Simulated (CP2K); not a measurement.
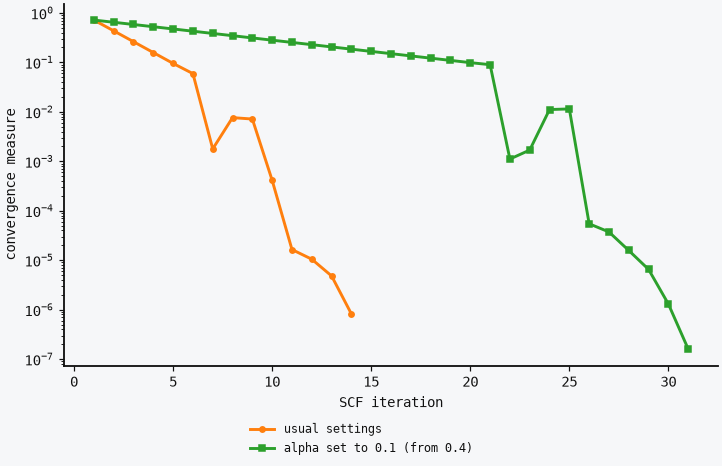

Two SCF runs that differ in one setting.
The run: C₇H₁₆ (SMILES CCC(C)C(C)C), by RHF RM1 (CP2K 2026.2).

Which runs converged, and in how many iterations?

“usual settings” converged in 14 iterations. “alpha set to 0.1 (from 0.4)” converged in 31 iterations. CP2K mixes the density linearly, with weight alpha, until the error falls below EPS_DIIS, and only then turns to DIIS. That happens at step 6 with the usual settings and at step 21 in the changed run. Both end at the same energy within 1 meV.
